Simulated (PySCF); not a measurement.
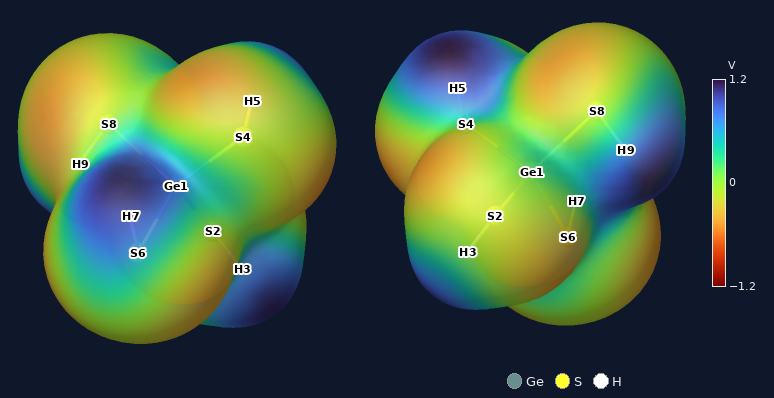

Figure. Ge(SH)4 (GeH₄S₄). Electrostatic potential on the surface of electron density 0.001 a.u. (back view left, front view right).

Level of theory: TPSSh/def2-TZVP (PySCF), at a geometry from GFN2-xTB. No frequency check shows the geometry to be a minimum. GFN2-xTB bond lengths at metals and heavier atoms can be off by up to 0.1 Å and shapes distorted, which carries into these values.

The calculation's input:

```python
import numpy as np
from pyscf import gto, scf, dft
from pyscf.scf import atom_ks, atom_hf
from scipy.linalg import block_diag

def solve(mol, dm0=None, hcore=None):
    mf = (dft.UKS if mol.spin else dft.RKS)(mol, xc='tpssh')
    mf.grids.level = 3
    mf = mf.density_fit(auxbasis='def2-universal-jkfit')
    mf.conv_tol, mf.max_cycle = 1e-8, 80
    if hcore is not None:
        mf.get_hcore = lambda *args: hcore
    mf.kernel(dm0)
    if not mf.converged:
        mf = mf.newton().run(mf.mo_coeff, mf.mo_occ, max_cycle=30)
    assert mf.converged, 'SCF not converged'
    return mf

mol = gto.M(atom='''
Ge     0.00086     0.00177    -0.00029
S     -1.46986     1.14122    -1.29007
H     -2.09912     0.04206    -1.68064
S      1.45655    -1.20189    -1.24879
H      2.02538    -0.12336    -1.76804
S     -1.16493    -1.43009     1.30968
H     -0.07533    -2.05892     1.72625
S      1.18004     1.49287     1.22852
H      0.09280     2.04993     1.74220
''', basis='def2-tzvp', charge=0, spin=0, verbose=4)
mf = solve(mol)
mf.analyze()
# spherically averaged free atoms, for the promolecule
atm = atom_ks.get_atm_nrks(mol, xc='tpssh')
pro = block_diag(*[(atm[a[0]][2] * atm[a[0]][3]) @ atm[a[0]][2].T for a in mol._atom])
np.savez('result.npz', e=mf.e_tot, c=mf.mo_coeff, occ=mf.mo_occ, eps=mf.mo_energy, pro=pro, dip=mf.dip_moment(verbose=0), s2=mf.spin_square()[0])
```

Run with:

```sh
OMP_NUM_THREADS=1 python input.py
```

The run took 77 s on 1 thread of AMD EPYC (Zen 3), with other jobs on the host, peak memory 0.96 GiB.

Partitions, critical points and surface values were worked out afterwards from this run's density.

**Where are the extremes of the potential on the surface?**

Highest: 1.17 V, 1.3 Å from H7, and at like points elsewhere. Lowest: −0.50 V, 2.2 Å from S4. The surface is sampled at points, so like sites can differ by a few per cent and only the strongest of them is named.

**What volume does the surface enclose, and what is the dipole moment?**

About 178 Å³; the dipole moment is 0.1 D.
